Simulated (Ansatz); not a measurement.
# Is W-Ti-Ti-W stack of (111) layers a stable metal?, part 2 of 2

The plan: relax W-Ti-Ti-W stack of (111) layers, check its phonons, and, if the lattice is stable, compute its Eliashberg function and ρ(T).

Ansatz 0.2.0; DFT PBEsol, scalar-relativistic, plane waves, PAW; PAW set soft_1.

So far. Step 3 (Relaxing cell and atoms): Little changed from the start: no atom moved by 0.005 Å and no cell edge by 0.1 %.

## (4) Tight relaxation

No force is left; the cell is relaxed once more with another smearing and tight thresholds.

The input, input.yaml:

```yaml
crystal:
  lattice:
    - [2.7254535283, 2.692e-06, 0.0]
    - [-1.3627290954, 2.3603106463, 0.0]
    - [0.0, 0.0, 38.1180212893]
  atoms:
    - { symbol: W, position: [0.0, 0.0, 0.1438998669] }
    - { symbol: Ti, position: [0.3333333333, 0.6666666667, 0.2071014827] }
    - { symbol: Ti, position: [0.6666666667, 0.3333333333, 0.2692876211] }
    - { symbol: W, position: [0.0, 0.0, 0.3324892369] }
  periodic: [true, true, false]
kpoints:
  mp_grid: { grid: [12, 12, 1] }
hamiltonian:
  xc: pbesol
  pseudopotentials: { kind: paw, azcp: { folder: soft_1 }, xc_functional: pbe }
scf:
  occupations: { method: methfessel_paxton, width: 0.2 }
output:
  forces: true
  stress: true
  eigenvalues: true
relax:
  adjacent_minimum: "off"
  f_tol: 0.001
  max_steps: 60
  cell: { stress_2d_tol: 0.002 }
```

On the command line:

```sh
ansatz run input.yaml --threads 4 --pin off --max-ram 12288MiB --backend cpu --events-out ev --progress --plain --runs-dir out
```

Numbers of over 12 decimals in the logs are rounded to 6 here.

What it wrote:

```text
[the first part of the log is left out]
  E_aug_tail   = 0.000143  (compensation charges beyond the density's cutoff)
  E_ewald      = 115024.410923
  E_core_change = 0.722485  (= ΣΔE_core)
  E_smearing   = -0.015774  (= −TS)
  E_closure    = 0.000000  (closes the sum)
  Σ components = -25459.623561   (vs F -25459.623561, Δ=0.00e0)
--- Forces (eV/Å), atoms counted from 1 ---
  atom   1  W      0.00000000     0.00000000    -0.00001087
  atom   2  Ti    -0.00000000     0.00000000    -0.00000196
[...]
-0.000000      -0.000000      -0.000000
  P = ½ c Tr σ = -0.0001 N/m
--- Band table (eV; the first three rows and the last of 19) ---
[...]
--- Relaxed structure (5 steps of the walk, 5 accepted, 1 SCFs on fresh bases) ---
[...]
cell:  # Å, volume = 245.3151 Å³
    - [2.726037, 2.692523775267055e-6, 0]
    - [-1.363021, 2.360816, 0]
    - [0, 0, 38.1180212893]
  atoms:
    - { symbol: W, position: [0, 0, 0.143958] }
    - { symbol: Ti, position: [0.333333, 0.666667, 0.207146] }
    - { symbol: Ti, position: [0.666667, 0.333333, 0.269243] }
    - { symbol: W, position: [0, 0, 0.332431] }
```

Wall time 26 s (4 threads of Arm Neoverse V1, shared host); peak memory 0.67 GiB; 94 s of CPU time.

Little changed from the start: no atom moved by 0.005 Å and no cell edge by 0.1 %.

## (5) Lattice stability: q 2×2×1, k 6×6×1

Before any scattering is computed, the phonons show whether the structure is a minimum.

The input, input.yaml:

```yaml
crystal:
  lattice:
    - [2.7260366573, 2.6925e-06, 0.0]
    - [-1.3630206604, 2.3608156506, 0.0]
    - [0.0, 0.0, 38.1180212893]
  atoms:
    - { symbol: W, position: [0.0, 0.0, 0.1439582215] }
    - { symbol: Ti, position: [0.3333333333, 0.6666666667, 0.2071460709] }
    - { symbol: Ti, position: [0.6666666667, 0.3333333333, 0.2692430329] }
    - { symbol: W, position: [0.0, 0.0, 0.3324308823] }
  periodic: [true, true, false]
kpoints:
  mp_grid: { grid: [6, 6, 1] }
hamiltonian:
  xc: pbesol
  pseudopotentials: { kind: paw, azcp: { folder: soft_1 }, xc_functional: pbe }
scf:
  occupations: { method: methfessel_paxton, width: 0.2 }
output:
  eigenvalues: true
phonons:
  method: dfpt
  qmesh: [2, 2, 1]
  temperatures: { t_max: 1000, t_step: 50 }
  qpath:
    path:
      - [0.0, 0.0, 0.0]
      - [0.5, 0.0, 0.0]
      - [0.33333333, 0.33333333, 0.0]
      - [0.0, 0.0, 0.0]
    npoints: 10
```

What it wrote:

```text
Warning: crystal.symmetry: narrowed to the stabiliser of the run's FFT grids — unitary ops 12 → 6. A phonons.method: dfpt run fills in the rows of the dynamical matrix that it does not solve by its symmetry operations, which is exact only for operations that map its FFT grids onto themselves: filled in by any other, the frequencies could depend on the order in which like atoms are typed, or, by more than the grids' own error, on where the crystal sits among the grids' points. Excluded: 6 operations. The run can therefore solve more perturbations, solve them on more k-points, or both, and cost more. [rest of the remark cut]
[...]
Crystal: 4 atoms, lattice volume = 245.315 Å³
Basis set: ecut = 420 eV, 4825 PW (Γ), exchange–correlation on 40×40×512 points (8 copies of the dense FFT grid, shifted against one another)
Bands: 32, of which v1, the nominal top of the filled ones, is band 26 counted from 1 (25 counted from 0)
Symmetry: 12 space group operations
k-points: 7 of 36 (irreducible under 6 space group operations, time reversal used)
[...]
SCF iter   1: F=—  HF=-25463.646738 eV  |F-HF|=—  |Δ(HF+E_count)|=         —  Δρ=5.50e-2  dr2=1.24e2  ethr=3.10e-3  ⟨swp⟩=12.1  Hψ=1611  notcnv=0
[...]
SCF iter   4: F=—  HF=-25459.430954 eV  |F-HF|=—  |Δ(HF+E_count)|=   8.49e-1  S|Δr|=    0.00e0  Δρ=7.79e-3  dr2=3.60e-1  ethr=3.10e-3  ⟨swp⟩=13.3  Hψ=2368  notcnv=0
automatic band count: the SCF goes on with 38 bands, as 32 were too few: they end inside the smearing window of the response
SCF iter   5: F=—  HF=-25459.409482 eV  |F-HF|=—  |Δ(HF+E_count)|=   2.15e-2  S|Δr|=    0.00e0  Δρ=2.29e-3  dr2=1.04e-2  ethr=6.93e-4  ⟨swp⟩=2.1  Hψ=407  notcnv=0  defer=2
[...]
SCF iter  14: F=-25459.410261 eV  HF=-25459.410261 eV  |F-HF|=9.17e-10  |Δ(HF+E_count)|=   1.78e-9  S|Δr|=    0.00e0  Δρ=4.71e-8  dr2=4.25e-12  ethr=1.00e-12  ⟨swp⟩=20.6  Hψ=2405  notcnv=0
SCF 1 converged in 14 iterations: F = -25459.410261 eV  dr2 = 4.25e-12
[...]
phonons: the bands overlap, so this run is a metal and interpolates without the dipole-dipole term. If the crystal is really an insulator or semiconductor, its LO-TO splitting is missing
NSCF: frozen V_eff on 7 k-points
[...]
DFPT response loops at q = (0, 0, 0) (fractional): preconditioner auto → none (partly filled bands, converged f_vac=0.691); β = 0.50; Broyden in place of MSR1
[...]
SCF converged after 14 iterations
Stability not checked: this state was not tested for a lower state beside it, because cold or Methfessel-Paxton smearing, or corrected tetrahedra, fill the levels in a way that the test cannot read (fill_not_monotonic; see scf.lower_state_search)
Free energy (F): -25459.410261 eV
[...]
Internal energy: -25459.384480 eV  (E = F + TS)
E sigma→0 (E₀):  -25459.403816 eV
Entropy (-TS):   -0.025781 eV (-6.445 meV/atom)
Fermi energy:    -5.367334 eV
Step filling:    the computed levels leave a gap of 0.0363 eV = 0.2 smearing widths at the electron count; against every level under it full and every level over it empty, smearing changes F+E_penalty+E_count by -8.342 meV and its σ→0 estimate by -1.897 meV
[...]
--- Band table (eV; the first three rows and the last of 7) ---
  k-point 0: bands = [... 22 lower, -5.5554, -5.5554, -5.5516, -5.5516, -5.3566, -5.2637, -4.9833, -4.2480, ... 8 higher]
  k-point 1: bands = [... 22 lower, -6.4379, -6.2360, -6.1388, -6.0707, -4.9780, -4.7287, -4.4686, -4.4542, ... 8 higher]
  k-point 2: bands = [... 22 lower, -6.8533, -6.1465, -5.4800, -5.3473, -5.1856, -4.5653, -3.9832, -3.5164, ... 8 higher]
  k-point 6: bands = [... 22 lower, -6.4599, -6.3698, -6.3698, -6.3176, -6.3176, -5.6377, -5.6377, -3.5099, ... 8 higher]
--- Phonons (Γ-DFPT): 8 representative perturbations + reference (Σ response iterations 48) ---
  ASR residual: 3.609e-5 → 0.000e0 eV/Å²; symmetrization residual: 3.327e-5 eV/Å²
  The last average, over the group as it would stand without the narrowing to the FFT grids, took up to 3.665e-6 eV/Å² of the zone centre's force constants
  ASR residual per site (eV/Å²): 3.26e-5 1.34e-5 1.92e-5 3.61e-5
  Γ frequencies (cm⁻¹): -84.67 -84.67 -37.48 -37.48 0.00 0.00 0.00 61.14 71.86 71.86 192.63 238.68
--- Phonons (arbitrary-q DFPT): 2 irreducible q on the 2×2×1 mesh ---
  q = [0.0000, 0.0000, 0.0000] (star 1, of the zone-centre solve; hermiticity 4.56e-6, symmetrization 2.28e-6, taken by the last average 5.03e-7): -84.67 -84.67 -37.48 -37.48 -0.00 -0.00 0.00 61.14 71.86 71.86 192.63 238.68
  q = [0.0000, -0.5000, 0.0000] (star 3, 12 solved perturbations in 212 linear systems a pass and spin channel, the states on 20 of 36 k-point pairs; hermiticity 1.05e-5, symmetrization 2.15e-6, taken by the last average 2.86e-7): -131.52 -120.99 -111.80 -97.57 113.72 127.94 148.86 175.98 192.35 220.83 265.49 277.98
  sum rule: each row above includes the acoustic sum rule's correction from the zone centre's row sums; it moved no ω² by more than (0.33 cm⁻¹)²
  mesh force constants: q→R imaginary residual 2.25e-17; ASR residual 3.609e-5 → 0.000e0 eV/Å²; symmetrization residual 6.217e-15 eV/Å²
  interpolated dispersion: 31 rows × 12 modes
  density of states and harmonic sums: on the 26×26×1 q-mesh, interpolated from the force constants of a 2×2×1 supercell (no non-analytic term)
  largest difference from the sums on the solved wave vectors: F 1.43e-1 eV, S 2.04e-4 and C_V 6.45e-5 eV/K
  zero-point energy: 0.082623 eV/cell   skipped modes (ω ≤ 0): 286, of them read as no rigid motion or as one in doubt: 283 (4.027e0 modes/cell left out, lowest -131.52 cm⁻¹)   left out of the sums: 3.36e-1 of the cell's modes: C_V's classical limit lies that fraction below 3 k_B per atom; for a crystal, a wire or a layer, F and S can be off by more, and a phonons.interpolated_qmesh denser along its periods is the remedy for the sampling
```

It took 2.7 min on 4 threads; peak memory 1.1 GiB.

This step gave:

| Property | Result |
| --- | --- |
| share of imaginary modes in the plain interpolation between solved wavevectors | 0.336 |
| highest frequency, solved or plainly interpolated | 278 cm⁻¹ |

Solved on the 2×2×1 mesh alone; all other wavevectors are interpolated. Phonon branches along the path, in cm⁻¹:

```csv
point,branch 1,branch 2,branch 3,branch 4,branch 9,branch 10,branch 11,branch 12
Γ,-85,-85,-38,-38,72,72,193,239
M,-132,-121,-112,-98,192,221,266,278
K,-120,-109,50,50,223,234,248,248
Γ,-85,-85,-38,-38,72,72,193,239
```

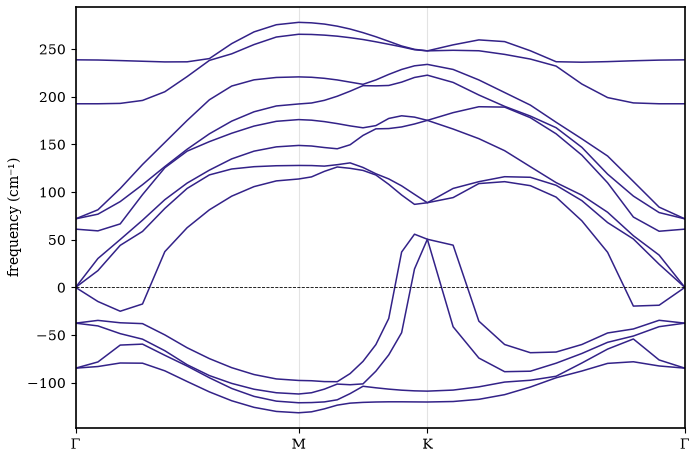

Phonon branches along the path.

Lowest modes at the softest wavevector of the mesh. Modes at q = (0.500, 0.000, 0.000), with each element's share of the kinetic energy (negative means imaginary):

```csv
mode,frequency (cm⁻¹),W %,Ti %
1,-131.5,100,0
2,-121.0,92,8
3,-111.8,100,0
4,-97.6,99,1
5,113.7,0,100
6,127.9,35,65
```

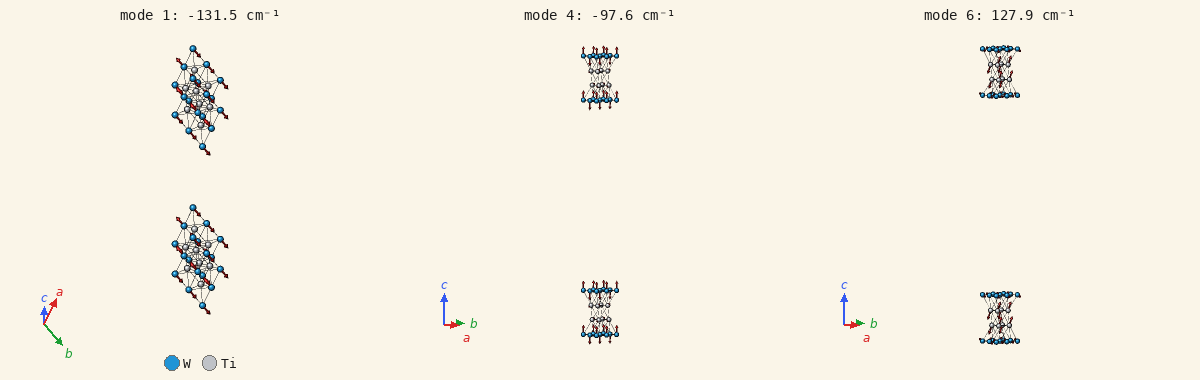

Displacement patterns of modes 1, 4 and 6 at q = (0.500, 0.000, 0.000); arrows are exaggerated. 2×2×2 cells are drawn. Some periodic images of atoms are drawn too.

Among the solved wavevectors the lowest mode, translations apart, is -132 cm⁻¹, imaginary.

## (6) Phonons by linear response: q 3×3×1, k 9×9×1

An imaginary mode on so few k-points may come from the sampling, so the phonons are repeated with another q and k mesh.

Edit input.yaml of step 5 so:

```diff
@@ -12,3 +12,3 @@
 kpoints:
-  mp_grid: { grid: [6, 6, 1] }
+  mp_grid: { grid: [9, 9, 1] }
 hamiltonian:
@@ -22,3 +22,3 @@
   method: dfpt
-  qmesh: [2, 2, 1]
+  qmesh: [3, 3, 1]
   temperatures: { t_max: 1000, t_step: 50 }
```

What it wrote:

```text
[...]
Crystal: 4 atoms, lattice volume = 245.315 Å³
Basis set: ecut = 420 eV, 4825 PW (Γ), exchange–correlation on 40×40×512 points (8 copies of the dense FFT grid, shifted against one another)
Bands: 32, of which v1, the nominal top of the filled ones, is band 26 counted from 1 (25 counted from 0)
Symmetry: 12 space group operations
k-points: 12 of 81 (irreducible under 6 space group operations, time reversal used)
[...]
SCF iter   1: F=—  HF=-25463.617998 eV  |F-HF|=—  |Δ(HF+E_count)|=         —  Δρ=5.21e-2  dr2=1.09e2  ethr=3.10e-3  ⟨swp⟩=12.2  Hψ=2745  notcnv=0
[...]
SCF iter  14: F=-25459.615307 eV  HF=-25459.615307 eV  |F-HF|=1.21e-9  |Δ(HF+E_count)|=   2.15e-9  S|Δr|=    0.00e0  Δρ=4.16e-8  dr2=5.05e-12  ethr=1.00e-12  ⟨swp⟩=20.6  Hψ=4159  notcnv=0
SCF 1 converged in 14 iterations: F = -25459.615307 eV  dr2 = 5.05e-12
[...]
SCF converged after 14 iterations
[...]
Free energy (F): -25459.615307 eV
[...]
Internal energy: -25459.616312 eV  (E = F + TS)
E sigma→0 (E₀):  -25459.615558 eV
Entropy (-TS):   0.001005 eV (0.251 meV/atom)
Fermi energy:    -5.448365 eV
[...]
--- Band table (eV; the first three rows and the last of 12) ---
  k-point 0: bands = [... 22 lower, -5.5596, -5.5596, -5.5548, -5.5548, -5.3851, -5.3599, -5.0274, -4.3579, ... 8 higher]
  k-point 1: bands = [... 22 lower, -6.0896, -6.0212, -5.7795, -5.6782, -5.1515, -5.0628, -5.0561, -4.5610, ... 8 higher]
  k-point 2: bands = [... 22 lower, -6.6011, -6.5188, -6.4171, -6.1150, -5.1414, -4.9547, -4.2585, -3.8949, ... 8 higher]
  k-point 11: bands = [... 22 lower, -6.5546, -6.3666, -6.3666, -6.3197, -6.3197, -5.7406, -5.7406, -3.5852, ... 8 higher]
[...]
ASR residual: 2.852e-5 → 0.000e0 eV/Å²; symmetrization residual: 2.876e-5 eV/Å²
[...]
ASR residual per site (eV/Å²): 2.85e-5 2.26e-5 2.54e-5 2.44e-5
[...]
--- Phonons (arbitrary-q DFPT): 3 irreducible q on the 3×3×1 mesh ---
[...]
interpolated dispersion: 31 rows × 12 modes
[...]
```

Wall time 9.4 min (4 threads); peak memory 1.9 GiB.

Numbers from this step:

| Property | Result |
| --- | --- |
| share of imaginary modes in the plain interpolation between solved wavevectors | 0.0847 |
| highest frequency, solved or plainly interpolated | 313.2 cm⁻¹ |

Solved on the 3×3×1 mesh alone; all other wavevectors are interpolated. Phonon branches along the path, in cm⁻¹:

```csv
point,branch 1,branch 2,branch 3,branch 4,branch 9,branch 10,branch 11,branch 12
Γ,-65,-65,-30,-30,80,80,216,273
M,27,29,56,90,203,225,286,313
K,84,96,118,118,262,262,262,273
Γ,-65,-65,-30,-30,80,80,216,273
```

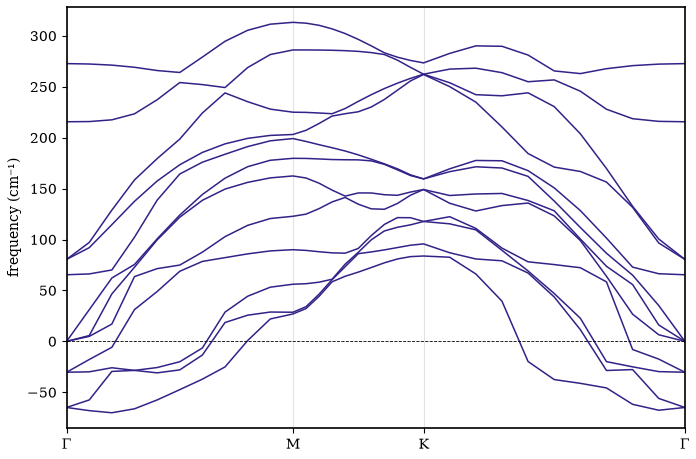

Phonon branches along the path.

The modes has structure finer than the step of the table below, so its rows give means over 20 cm⁻¹, whole bins alone (the curve runs from -80.2 to 332 cm⁻¹). Peaks (cm⁻¹: height): Ti 80.6: 0.0133, 96.2: 0.0119, 145.4: 0.0354, 174.0: 0.0309, 241.4: 0.0446, 267.3: 0.0434, 282.9: 0.0338; W -28.3: 0.0345, 78.0: 0.0733, 137.7: 0.0300, 176.6: 0.0501.

Phonopy on the run's constants, 21x21x1 mesh, Gaussian sigma 2.9 cm⁻¹. Modes against wavenumber; means over each step; values in 1/cm⁻¹/cell:

```csv
wavenumber (cm⁻¹),Ti,W
-60,0.00446,0.00289
-40,0.00465,0.0115
-20,0.00406,0.0189
0,8.0e-4,0.00672
20,0.00284,0.0159
40,0.00517,0.0246
60,0.00683,0.0304
80,0.00925,0.0576
100,0.00935,0.0206
120,0.0180,0.0174
140,0.0299,0.0271
160,0.0200,0.0196
180,0.0227,0.0325
200,0.0159,0.00473
220,0.0236,0.00300
240,0.0355,0.00303
260,0.0335,0.00215
280,0.0319,9.6e-4
300,0.0186,3.3e-4
320,0.00245,2.7e-5
```

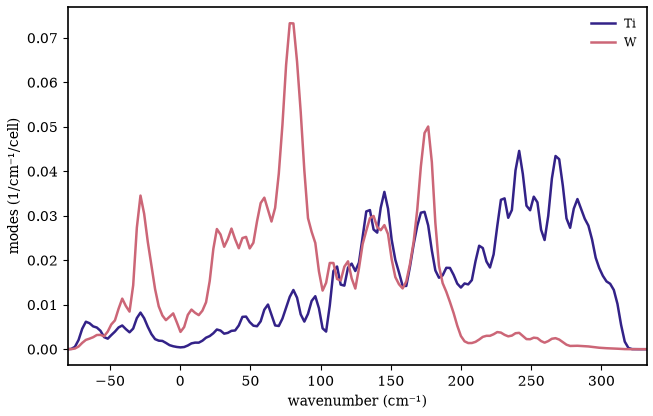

Modes, plotted against wavenumber.

No LO-TO term; unit eigenvectors of the mass-weighted matrix. Modes at Γ, with each element's share of the kinetic energy (negative means imaginary):

```csv
mode,frequency (cm⁻¹),symmetry,W %,Ti %
1,-64.9,Eu,21,79
2,-64.9,Eu,21,79
3,-30.3,Eg,98,2
4,-30.3,Eg,98,2
5,0.0,unnamed,79,21
6,0.0,unnamed,79,21
7,0.0,unnamed,79,21
8,65.4,A1g,93,7
9,80.5,Eg,2,98
10,80.5,Eg,2,98
11,215.6,A2u,21,79
12,272.7,A1g,7,93
```

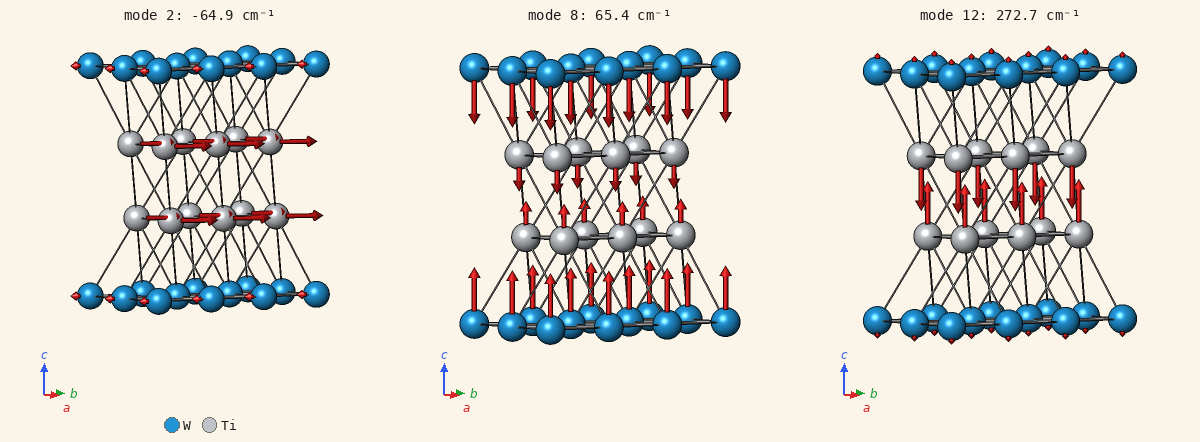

Displacement patterns of modes 2, 8 and 12 at Γ; arrows are exaggerated. 2×3×1 cells are drawn. Some periodic images of atoms are drawn too.

Among the solved wavevectors the lowest mode, translations apart, is -64.9 cm⁻¹, imaginary.

## (7) Summary of results

```json
{
  "phonon run of the rows without a label of their own": "PBEsol, q 3×3×1, k 9×9×1",
  "softest mode on the q mesh": "-64.9 cm⁻¹ at q = (0, 0, 0)",
  "highest frequency, solved or plainly interpolated": "313 cm⁻¹"
}
```

The lattice is dynamically unstable at this level: a mode at q = (0, 0, 0) is imaginary, 64.9i cm⁻¹, so no harmonic coupling constant or resistivity is defined for this structure. These meshes are coarse, and single modes of a metal can move by tens of cm⁻¹ with the k mesh. The coarser mesh found an imaginary mode at another wavevector, which this mesh lacks. Spin–orbit coupling, left out here, matters for W. The phonon runs are not spin-polarised. The PAW files were made for PBE; under other functionals the run regenerates their frozen core. The structure was built by hand as an ordered model, and its stability against other phases was not tested.

[Logs are printed without paths, hosts, clocks, repeated set-up lines and the standing remarks that a program may print on its own settings, such as how far it seeks lower states.]

[Hosts, paths, dates, database ids (printed as entryN), source tags and the programs' standing remarks are cut or masked in the printed files.]
